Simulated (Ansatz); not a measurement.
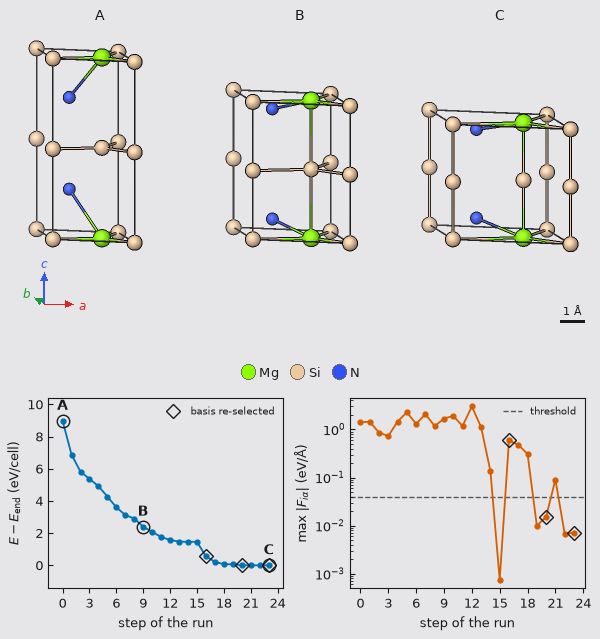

Frames of a relaxation of crystalline MgSi₃N₂ (a generated structure, set up in P-6m2) (coarse preliminary run), marked on the history of the run. The picture is a ball-and-stick view of the cell of the calculation, seen slightly off an axis.

Level of theory: Ansatz, DFT PBE, scalar-relativistic, plane waves, PAW. (plane-wave cutoff 420 eV; k-point mesh 6 × 6 × 2; occupations gaussian; smearing width 0.1 eV; collinear spin; cell and atoms relaxed; force threshold 0.04 eV/Å; at most 70 steps)

### What happens along the run?

Over 20 accepted moves (23 points after the start) the energy falls by 8.981 eV per cell of the calculation. Largest force component: 1.4 eV/Å at the start, 0.0071 eV/Å at the end. The pressure goes from 17.62 to 0.00 GPa. At 3 points the geometry stayed and the basis and grid were re-selected for the new cell (energy shift of 0.909 eV per cell of the calculation at most each time). The largest moves relative to the cell, 0.64 Å, are those of N atoms. Si and Mg stay in place. Cell: a = b 3.652 → 5.258 Å (+44.0 %), c 7.690 → 4.888 Å (−36.4 %). Volume +31.7 %. Near-neighbour distances that change, for instance: N–N 3.787 → 1.118 Å, Si–Si 3.845 → 2.444 Å, Mg–Si 3.845 → 2.444 Å, Mg–Si 2.108 → 3.035 Å. New bonds form: Mg–Si (3.85 → 2.44 Å), N–N (3.79 → 1.12 Å), Si–Si (3.85 → 2.44 Å). Bonds break: Si–Si (2.11 → 3.04 Å). The space group stays P-6m2 (No. 187). The program noted that the starting moments weren't kept. The run may lie on a higher electronic state than the lowest, so the end point isn't shown to be the ground-state structure. From step 0 to 9: N atoms move most (0.86 Å), volume +7.4 %, energy −6.580 eV per cell of the calculation. From step 9 to 23: N atoms move most (0.07 Å), volume +22.7 %, energy −2.402 eV per cell of the calculation.

```
step  E − E(0), meV/atom  largest force component, eV/Å  pressure, GPa  volume, Å³/atom                      note
   0                0.00                         1.4149          17.62           14.802                          
   1             -350.17                         1.4397           5.98           15.226                          
   2             -527.27                         0.8558           1.89           15.067                          
   3             -600.41                         0.7257           1.35           14.656                          
   4             -676.90                         1.4572           0.11           14.768                          
   5             -784.28                         2.2620          -0.43           14.873                          
   6             -895.88                         1.3034           0.01           14.901                          
   7             -975.58                         2.0778          13.38           14.557                          
   8            -1012.10                         1.1688           5.87           15.003                          
   9            -1096.66                         1.6776           6.07           15.894                          
  10            -1149.55                         1.9044           1.81           16.499                          
  11            -1203.43                         1.1733           0.85           15.870                          
  12            -1233.89                         2.9988           7.20           15.327                          
  13            -1251.39                         1.1081           0.06           16.035                          
  14            -1252.98                         0.1361           0.01           16.198                          
  15            -1252.99                         0.0008           0.01           16.219                          
  16            -1404.49                         0.5911           6.03           16.219  same geometry, new basis
  17            -1460.35                         0.4797           3.24           17.392                          
  18            -1484.46                         0.3079           1.56           18.561                          
  19            -1485.90                         0.0100           0.02           19.210                          
  20            -1496.41                         0.0153           0.40           19.210  same geometry, new basis
  21            -1496.65                         0.0908           0.15           19.437                          
  22            -1496.60                         0.0068           0.00           19.500                          
  23            -1496.92                         0.0071           0.00           19.500  same geometry, new basis
```

Limits of the set-up: the k-point mesh is coarse for a cell with partly filled bands.
